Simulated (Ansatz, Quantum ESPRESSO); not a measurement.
# Be chain with one bond drawn out by 2.0 Å: ballistic transmission, part 2 of 4

How well does the junction conduct in the ballistic limit? It is: Be chain with one bond drawn out by 2.0 Å.

Quantum ESPRESSO 7.5; plane-wave DFT, LDA, GBRV ultrasoft pseudopotentials; cross-check by Ansatz 0.2.0 with PAW datasets.

So far. Step 2 (SCF with pw.x): The run needed 22 iterations to bring the estimated error under 1e-07 Ry; the largest force on any atom, held or free, is 0.77 eV/Å.

**3. The open system**

Level of this step: transmission by pwcond, lead and junction from one cell; plane-wave DFT, LDA, GBRV ultrasoft pseudopotentials (Quantum ESPRESSO).

prefixt takes both regions from one run: the lead from 0 to bdl, the scattering region from bdl to bds (units of alat). ikind = 1 puts the same lead on both sides. The program's T_tot counts both spins in a run without spin; the tables below give T per spin.

cond.in reads:

```
&inputcond
  outdir = './out'
  prefixt = 'scf'
  tran_file = 'cond.dat'
  bdl = 0.5733333333
  bds = 3.1333333333
  ikind = 1
  ewind = 4.0
  epsproj = 1e-05
  nz1 = 7
  energy0 = 2.0
  denergy = -0.1
/
1
  0.00000000 0.00000000 1.00000000
41
```

On the command line:

```bash
$ OMP_NUM_THREADS=1 mpirun -n 2 pwcond.x -in cond.in > cond.out
```

Output:

```text
[banner, memory and clock lines left out]
Program PWCOND v.7.5 starts

          URL

     ./out/scf.save/

     IMPORTANT: XC functional enforced from input :
     Exchange-correlation= PZ
                           (   1   1   0   0   0   0   0)
     Any further DFT definition will be discarded
     Please, verify this is what you really want

     negative rho (up, down):  9.311E-03 0.000E+00
     Reading collected, re-writing distributed wavefunctions

===== INPUT FILE containing all the regions =====

     GEOMETRY:

     lattice parameter (alat)  =      14.1729  a.u.
     the volume                =    8920.4547 (a.u.)^3
     the cross section         =     200.8724 (a.u.)^2
     l of the unit cell        =       3.1333 (alat)
     number of atoms/cell      =           10
     number of atomic types    =            1

     crystal axes: (cart. coord. in units of alat)
               a(1) = (  1.0000  0.0000  0.0000 )
               a(2) = (  0.0000  1.0000  0.0000 )
               a(3) = (  0.0000  0.0000  3.1333 )

   Cartesian axes

     site n.     atom                  positions (alat units)
          1        Be     tau(  1)=(  0.5000  0.5000  3.1333  )
          2        Be     tau(  2)=(  0.5000  0.5000  0.2867  )
          3        Be     tau(  3)=(  0.5000  0.5000  0.5733  )
          4        Be     tau(  4)=(  0.5000  0.5000  0.8600  )
          5        Be     tau(  5)=(  0.5000  0.5000  1.1467  )
          6        Be     tau(  6)=(  0.5000  0.5000  1.7000  )
          7        Be     tau(  7)=(  0.5000  0.5000  1.9867  )
          8        Be     tau(  8)=(  0.5000  0.5000  2.2733  )
          9        Be     tau(  9)=(  0.5000  0.5000  2.5600  )
         10        Be     tau( 10)=(  0.5000  0.5000  2.8467  )

     nr1s                      =           54
     nr2s                      =           54
     nr3s                      =          180
     nr1sx                     =           54
     nr2sx                     =           54
     nr3sx                     =          180
     nr1                       =           60
     nr2                       =           60
     nr3                       =          192
     nr1x                      =           60
     nr2x                      =           60
     nr3x                      =          192

 _______________________________
  Radii of nonlocal spheres:

     type       ibeta     ang. mom.          radius (alat units)
       Be         1         0                    0.1141
       Be         2         0                    0.1141
       Be         3         0                    0.1141
       Be         4         1                    0.1141
       Be         5         1                    0.1141
       Be         6         2                    0.1141
----- General information -----

--- T calc. with identical leads (ikind=1) ---

     nrx                       =           54
     nry                       =           54
     nz1                       =            7

     energy0               =         2.0E+00
     denergy               =        -1.0E-01
     nenergy               =         41
     ecut2d                =         3.4E+01
     ewind                 =         4.0E+00
     epsproj               =         1.0E-05

     number of k_|| points=    1
                       cryst. coord.
        k(    1) = (   0.0000000   0.0000000), wk =   1.0000000
----- Information about left/right lead -----

     nocros                   =           14
     noins                    =           14
     norb                     =           42
     norbf                    =          126
     nrz                      =           33

      iorb      type   ibeta   ang. mom.   m       position (alat)
        1        1       1        0        1   taunew(   1)=(  0.5000  0.5000  0.0000)
        2        1       2        0        1   taunew(   2)=(  0.5000  0.5000  0.0000)
        3        1       3        0        1   taunew(   3)=(  0.5000  0.5000  0.0000)
        4        1       4        1        1   taunew(   4)=(  0.5000  0.5000  0.0000)
        5        1       4        1        2   taunew(   5)=(  0.5000  0.5000  0.0000)
        6        1       4        1        3   taunew(   6)=(  0.5000  0.5000  0.0000)
        7        1       5        1        1   taunew(   7)=(  0.5000  0.5000  0.0000)
        8        1       5        1        2   taunew(   8)=(  0.5000  0.5000  0.0000)
        9        1       5        1        3   taunew(   9)=(  0.5000  0.5000  0.0000)
       10        1       6        2        1   taunew(  10)=(  0.5000  0.5000  0.0000)
       11        1       6        2        2   taunew(  11)=(  0.5000  0.5000  0.0000)
       12        1       6        2        3   taunew(  12)=(  0.5000  0.5000  0.0000)
       13        1       6        2        4   taunew(  13)=(  0.5000  0.5000  0.0000)
       14        1       6        2        5   taunew(  14)=(  0.5000  0.5000  0.0000)
       15        1       1        0        1   taunew(  15)=(  0.5000  0.5000  0.2867)
       16        1       2        0        1   taunew(  16)=(  0.5000  0.5000  0.2867)
       17        1       3        0        1   taunew(  17)=(  0.5000  0.5000  0.2867)
       18        1       4        1        1   taunew(  18)=(  0.5000  0.5000  0.2867)
       19        1       4        1        2   taunew(  19)=(  0.5000  0.5000  0.2867)
       20        1       4        1        3   taunew(  20)=(  0.5000  0.5000  0.2867)
       21        1       5        1        1   taunew(  21)=(  0.5000  0.5000  0.2867)
       22        1       5        1        2   taunew(  22)=(  0.5000  0.5000  0.2867)
       23        1       5        1        3   taunew(  23)=(  0.5000  0.5000  0.2867)
       24        1       6        2        1   taunew(  24)=(  0.5000  0.5000  0.2867)
       25        1       6        2        2   taunew(  25)=(  0.5000  0.5000  0.2867)
       26        1       6        2        3   taunew(  26)=(  0.5000  0.5000  0.2867)
       27        1       6        2        4   taunew(  27)=(  0.5000  0.5000  0.2867)
       28        1       6        2        5   taunew(  28)=(  0.5000  0.5000  0.2867)
       29        1       1        0        1   taunew(  29)=(  0.5000  0.5000  0.5733)
       30        1       2        0        1   taunew(  30)=(  0.5000  0.5000  0.5733)
       31        1       3        0        1   taunew(  31)=(  0.5000  0.5000  0.5733)
       32        1       4        1        1   taunew(  32)=(  0.5000  0.5000  0.5733)
       33        1       4        1        2   taunew(  33)=(  0.5000  0.5000  0.5733)
       34        1       4        1        3   taunew(  34)=(  0.5000  0.5000  0.5733)
[...]
101        1       3        0        1   taunew( 101)=(  0.5000  0.5000  2.2733)
      102        1       4        1        1   taunew( 102)=(  0.5000  0.5000  2.2733)
      103        1       4        1        2   taunew( 103)=(  0.5000  0.5000  2.2733)
      104        1       4        1        3   taunew( 104)=(  0.5000  0.5000  2.2733)
      105        1       5        1        1   taunew( 105)=(  0.5000  0.5000  2.2733)
      106        1       5        1        2   taunew( 106)=(  0.5000  0.5000  2.2733)
      107        1       5        1        3   taunew( 107)=(  0.5000  0.5000  2.2733)
      108        1       6        2        1   taunew( 108)=(  0.5000  0.5000  2.2733)
      109        1       6        2        2   taunew( 109)=(  0.5000  0.5000  2.2733)
      110        1       6        2        3   taunew( 110)=(  0.5000  0.5000  2.2733)
      111        1       6        2        4   taunew( 111)=(  0.5000  0.5000  2.2733)
      112        1       6        2        5   taunew( 112)=(  0.5000  0.5000  2.2733)
      113        1       1        0        1   taunew( 113)=(  0.5000  0.5000  2.5600)
      114        1       2        0        1   taunew( 114)=(  0.5000  0.5000  2.5600)
      115        1       3        0        1   taunew( 115)=(  0.5000  0.5000  2.5600)
      116        1       4        1        1   taunew( 116)=(  0.5000  0.5000  2.5600)
      117        1       4        1        2   taunew( 117)=(  0.5000  0.5000  2.5600)
      118        1       4        1        3   taunew( 118)=(  0.5000  0.5000  2.5600)
      119        1       5        1        1   taunew( 119)=(  0.5000  0.5000  2.5600)
      120        1       5        1        2   taunew( 120)=(  0.5000  0.5000  2.5600)
      121        1       5        1        3   taunew( 121)=(  0.5000  0.5000  2.5600)
      122        1       6        2        1   taunew( 122)=(  0.5000  0.5000  2.5600)
      123        1       6        2        2   taunew( 123)=(  0.5000  0.5000  2.5600)
      124        1       6        2        3   taunew( 124)=(  0.5000  0.5000  2.5600)
      125        1       6        2        4   taunew( 125)=(  0.5000  0.5000  2.5600)
      126        1       6        2        5   taunew( 126)=(  0.5000  0.5000  2.5600)
 ngper, shell number =          545          70
 ngper, n2d =          545         135
---  E-Ef =    2.0000000  k =    0.0000000   0.0000000
---  ie =          1  ik =          1
 Nchannels of the left tip =            2
 Right moving states:
   k1(2pi/a)   k2(2pi/a)   E-Ef (eV)
   0.4907430  -0.0000027   2.0000000
   0.4907430  -0.0000027   2.0000000
 Left moving states:
   k1(2pi/a)   k2(2pi/a)   E-Ef (eV)
  -0.4907430  -0.0000027   2.0000000
  -0.4907430  -0.0000027   2.0000000

 to transmit
 Band j to band i transmissions and reflections:
    j         i     |T_ij|^2    |R_ij|^2

    1 -->     1     0.06575     0.00066
    1 -->     2     0.00000     0.93359
   Total T_j, R_j =    0.06575  0.93425

    2 -->     1     0.00000     0.93359
    2 -->     2     0.06575     0.00066
   Total T_j, R_j =    0.06575  0.93425

E-Ef(ev), T(x2 spins) =    2.0000000   0.2630126
---  E-Ef =    1.9000000  k =    0.0000000   0.0000000
---  ie =          2  ik =          1
 Nchannels of the left tip =            2
 Right moving states:
   k1(2pi/a)   k2(2pi/a)   E-Ef (eV)
   0.4770011  -0.0000027   1.9000000
   0.4770011  -0.0000027   1.9000000
 Left moving states:
   k1(2pi/a)   k2(2pi/a)   E-Ef (eV)
  -0.4770010  -0.0000027   1.9000000
  -0.4770010  -0.0000027   1.9000000

 to transmit
 Band j to band i transmissions and reflections:
    j         i     |T_ij|^2    |R_ij|^2

    1 -->     1     0.08598     0.00119
    1 -->     2     0.00000     0.91282
   Total T_j, R_j =    0.08598  0.91402

    2 -->     1     0.00000     0.91282
    2 -->     2     0.08598     0.00119
   Total T_j, R_j =    0.08598  0.91402

E-Ef(ev), T(x2 spins) =    1.9000000   0.3439290
---  E-Ef =    1.8000000  k =    0.0000000   0.0000000
---  ie =          3  ik =          1
 Nchannels of the left tip =            2
 Right moving states:
   k1(2pi/a)   k2(2pi/a)   E-Ef (eV)
   0.4631290  -0.0000027   1.8000000
   0.4631290  -0.0000027   1.8000000
 Left moving states:
   k1(2pi/a)   k2(2pi/a)   E-Ef (eV)
  -0.4631290  -0.0000027   1.8000000
  -0.4631290  -0.0000027   1.8000000

 to transmit
 Band j to band i transmissions and reflections:
    j         i     |T_ij|^2    |R_ij|^2

    1 -->     1     0.08867     0.00128
    1 -->     2     0.00000     0.91006
   Total T_j, R_j =    0.08867  0.91133

    2 -->     1     0.00000     0.91006
    2 -->     2     0.08867     0.00128
   Total T_j, R_j =    0.08867  0.91133

E-Ef(ev), T(x2 spins) =    1.8000000   0.3546752
[... further energies and points left out ...]
---  E-Ef =   -1.8000000  k =    0.0000000   0.0000000
---  ie =         39  ik =          1
 Nchannels of the left tip =            1
 Right moving states:
   k1(2pi/a)   k2(2pi/a)   E-Ef (eV)
  -0.3601232   0.0000598  -1.8000000
 Left moving states:
   k1(2pi/a)   k2(2pi/a)   E-Ef (eV)
   0.3601232   0.0000598  -1.8000000

 to transmit
 Band j to band i transmissions and reflections:
    j         i     |T_ij|^2    |R_ij|^2

    1 -->     1     0.02598     0.97402
   Total T_j, R_j =    0.02598  0.97402

E-Ef(ev), T(x2 spins) =   -1.8000000   0.0519649
---  E-Ef =   -1.9000000  k =    0.0000000   0.0000000
---  ie =         40  ik =          1
 Nchannels of the left tip =            1
 Right moving states:
   k1(2pi/a)   k2(2pi/a)   E-Ef (eV)
  -0.3768905   0.0000593  -1.9000000
 Left moving states:
   k1(2pi/a)   k2(2pi/a)   E-Ef (eV)
   0.3768905   0.0000593  -1.9000000

 to transmit
 Band j to band i transmissions and reflections:
    j         i     |T_ij|^2    |R_ij|^2

    1 -->     1     0.02453     0.97547
   Total T_j, R_j =    0.02453  0.97547

E-Ef(ev), T(x2 spins) =   -1.9000000   0.0490559
---  E-Ef =   -2.0000000  k =    0.0000000   0.0000000
---  ie =         41  ik =          1
 Nchannels of the left tip =            1
 Right moving states:
   k1(2pi/a)   k2(2pi/a)   E-Ef (eV)
  -0.3938509   0.0000589  -2.0000000
 Left moving states:
   k1(2pi/a)   k2(2pi/a)   E-Ef (eV)
   0.3938509   0.0000589  -2.0000000

 to transmit
 Band j to band i transmissions and reflections:
    j         i     |T_ij|^2    |R_ij|^2

    1 -->     1     0.02356     0.97644
   Total T_j, R_j =    0.02356  0.97644

E-Ef(ev), T(x2 spins) =   -2.0000000   0.0471224
   T_tot     2.00000      0.26301E+00
   T_tot     1.90000      0.34393E+00
   T_tot     1.80000      0.35468E+00
   T_tot     1.70000      0.34377E+00
   T_tot     1.60000      0.31988E+00
   T_tot     1.50000      0.28842E+00
   T_tot     1.40000      0.25474E+00
   T_tot     1.30000      0.22324E+00
   T_tot     1.20000      0.19661E+00
   T_tot     1.10000      0.17576E+00
   T_tot     1.00000      0.16018E+00
   T_tot     0.90000      0.14790E+00
   T_tot     0.80000      0.13531E+00
   T_tot     0.70000      0.11811E+00
   T_tot     0.60000      0.95577E-01
   T_tot     0.50000      0.73297E-01
   T_tot     0.40000      0.58039E-01
   T_tot     0.30000      0.54727E-01
   T_tot     0.20000      0.82554E-01
   T_tot     0.10000      0.00000E+00
   T_tot    -0.00000      0.00000E+00
   T_tot    -0.10000      0.00000E+00
   T_tot    -0.20000      0.79328E-01
   T_tot    -0.30000      0.20807E+00
   T_tot    -0.40000      0.18274E+00
   T_tot    -0.50000      0.14793E+00
   T_tot    -0.60000      0.12112E+00
   T_tot    -0.70000      0.10232E+00
   T_tot    -0.80000      0.89470E-01
   T_tot    -0.90000      0.80816E-01
   T_tot    -1.00000      0.75080E-01
   T_tot    -1.10000      0.71317E-01
   T_tot    -1.20000      0.68762E-01
   T_tot    -1.30000      0.66733E-01
   T_tot    -1.40000      0.64644E-01
   T_tot    -1.50000      0.62083E-01
   T_tot    -1.60000      0.58938E-01
   T_tot    -1.70000      0.55421E-01
   T_tot    -1.80000      0.51965E-01
   T_tot    -1.90000      0.49056E-01
   T_tot    -2.00000      0.47122E-01

Note: The following floating-point exceptions are signalling: IEEE_UNDERFLOW_FLAG
Note: The following floating-point exceptions are signalling: IEEE_UNDERFLOW_FLAG
```

It took 3.3 min on 2 MPI ranks of Arm Neoverse V1, shared host; peak memory 0.38 GiB; 6.5 min of CPU time.

Read from the output:

| Property | Result |
| --- | --- |
| lead channels at the Fermi level, one spin | 0 |
| transmission at the Fermi level, one spin | 0 |
| conductance | 0 G₀ |

Per spin. Table of open channels by energy, zero at the Fermi level:

| energy (eV) | open channels |
| --- | --- |
| -2.00 | 1 |
| -1.70 | 1 |
| -1.40 | 1 |
| -1.10 | 1 |
| -0.80 | 1 |
| -0.50 | 1 |
| -0.20 | 1 |
| 0.00 | 0 |
| 0.20 | 2 |
| 0.50 | 2 |
| 0.80 | 2 |
| 1.10 | 2 |
| 1.40 | 2 |
| 1.70 | 2 |
| 2.00 | 2 |

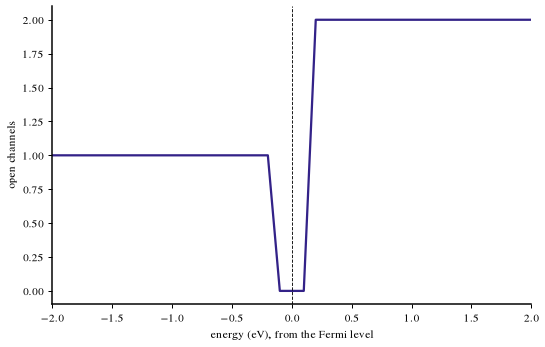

Open channels, plotted against energy.

Per spin. Transmission against energy, zero at the Fermi level:

| energy (eV) | transmission |
| --- | --- |
| -2.00 | 0.0236 |
| -1.70 | 0.0277 |
| -1.40 | 0.0323 |
| -1.10 | 0.0357 |
| -0.80 | 0.0447 |
| -0.50 | 0.0740 |
| -0.30 | 0.104 |
| -0.20 | 0.0397 |
| 0.00 | 0 |
| 0.20 | 0.0413 |
| 0.50 | 0.0366 |
| 0.80 | 0.0677 |
| 1.10 | 0.0879 |
| 1.40 | 0.127 |
| 1.70 | 0.172 |
| 1.80 | 0.177 |
| 2.00 | 0.132 |

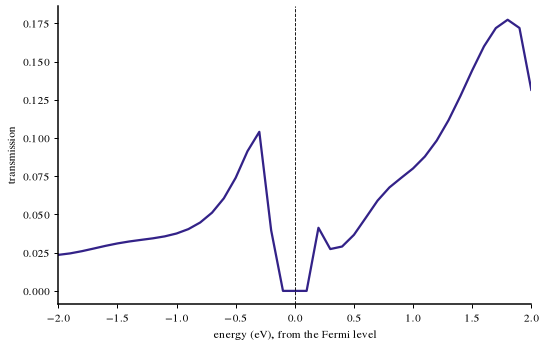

Transmission, plotted against energy.

The program's own clock; routines nest. Time by routine:

| routine | wall time (s) | calls |
| --- | --- | --- |
| PWCOND | 195.3 | 1 |
| scatter_forw | 164.9 | 82 |
| local | 14.41 | 1 |
| compbs | 13.15 | 41 |
| compbs_2 | 10.56 | 41 |
| init | 0.79 | 1 |
| poten | 0.08 | 1 |

At no point does T exceed the number of channels.

(Part 2 of 4 ends here.)

[Logs are printed without paths, hosts, clocks, repeated set-up lines and the standing remarks that a program may print on its own settings, such as how far it seeks lower states.]

[Hosts, paths, dates, database ids (printed as entryN), source tags and the programs' standing remarks are cut or masked in the printed files.]

[Maps of the electrostatic potential energy from Ansatz leave out the sawtooth potential of an applied field or a dipole correction, so their vacuum need not be flat; planar profiles and work functions include it.]
